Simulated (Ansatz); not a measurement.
Consider Zr2B3.

The calculation's input:

```
crystal:
  lattice:
    - [1.7180839446, 0.9919362279, 6.3282588284]
    - [-1.7180839446, 0.9919362279, 6.3282588284]
    - [0.0, -1.9838724558, 6.3282588284]
  atoms:
    - { symbol: Zr, position: [0.3984329219, 0.3984329219, 0.3984329219] }
    - { symbol: Zr, position: [0.6015670781, 0.6015670781, 0.6015670781] }
    - { symbol: B, position: [0.0, 0.5, 0.0] }
    - { symbol: B, position: [0.0, 0.0, 0.5] }
    - { symbol: B, position: [0.5, 0.0, 0.0] }
basis:
  ecutwfc: 420
kpoints:
  mp_grid: { grid: [12, 12, 12] }
hamiltonian:
  xc: pbe
scf:
  occupations: { method: gaussian, width: 0.1 }
output:
  forces: true
  stress: true
  eigenvalues: true
  write_density: true
  write_potential: true
  elf: true
  volumetric_format: npy
relax:
  adjacent_minimum: "off"
  f_tol: 0.01
  max_steps: 80
  cell: { stress_tol: 0.05 }
```

Run with:

```sh
ansatz run input.yaml --threads 1 --pin off --max-ram 2560MiB --backend cpu --events-out ev --progress --plain --runs-dir out
```

Below, planes, directions and counts refer to the conventional cell (a = 3.45 Å, b = 3.45 Å, c = 18.88 Å, α = 90.00°, β = 90.00°, γ = 120.00°).

The fields are those of the run's last geometry, not of the input's.

Space group R-3m; a structure generated by program, which may or may not match a known phase; changed on purpose from its base cell (the structure that the rattled cell fell into); computed without spin polarisation.

Computed with DFT PBE, scalar-relativistic, plane waves, PAW (Ansatz).

Question: What will maps of the valence pseudo-density and electron localisation function show?

Answer: Zr–B (2.57 Å): ρ at the midpoint is about 0.3 e/Å³; the ELF peaks at about 0.65 in the valence shell of B, 0.8 Å from its nucleus, and is about 0.20 at the midpoint.
The ELF has a maximum of about 0.80 in the space between the atoms, 1.9 Å from four Zr atoms, on no atom or two-centre bond.

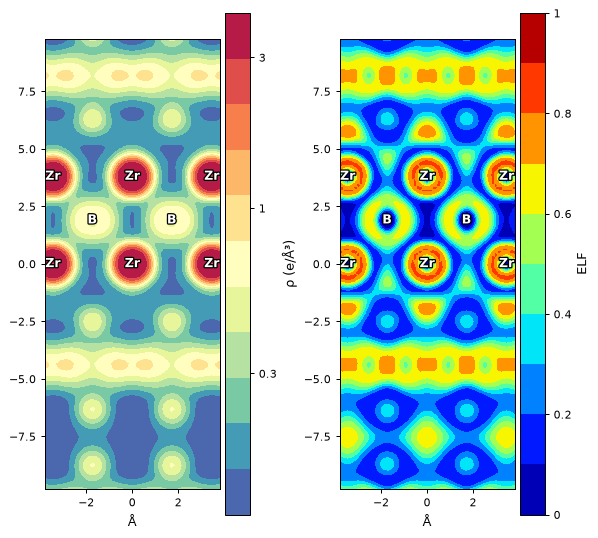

Computed valence pseudo-density and electron localisation function on the (100) plane of the conventional cell, in this order. Atoms just off the plane (B, 0.5 Å away) can leave unmarked features too.

In a PAW calculation such maps are meaningful between the atoms, not at the nuclei.
